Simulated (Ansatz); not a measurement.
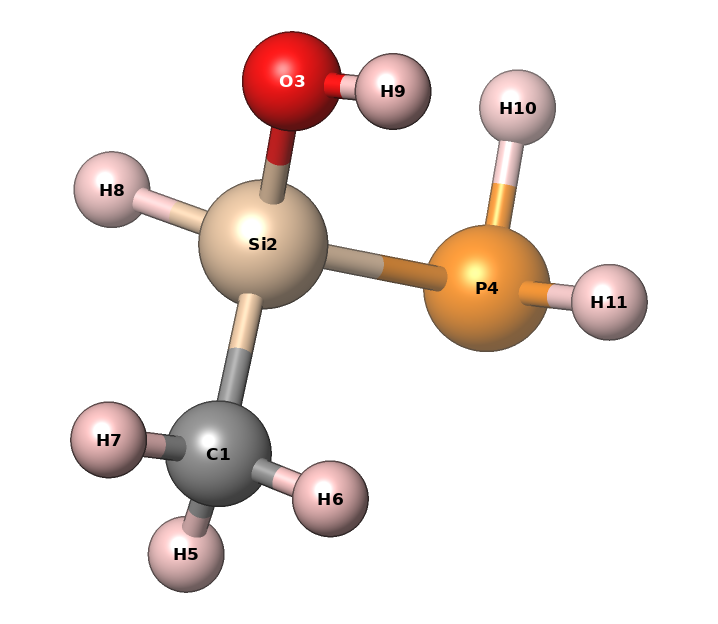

Depth is shown by fading: the farther an atom, the more it takes the colour of the background. The geometry was computed by an optimisation with PBE-D4/def2-SVP. No frequency run is at hand to confirm it as a minimum.

**Find the stereocentres and stereogenic double bonds.**

Centres: Si2.

**What are the Cahn–Ingold–Prelog descriptors?**

Si2: S (priorities P4 > O3 > C1 > H8).
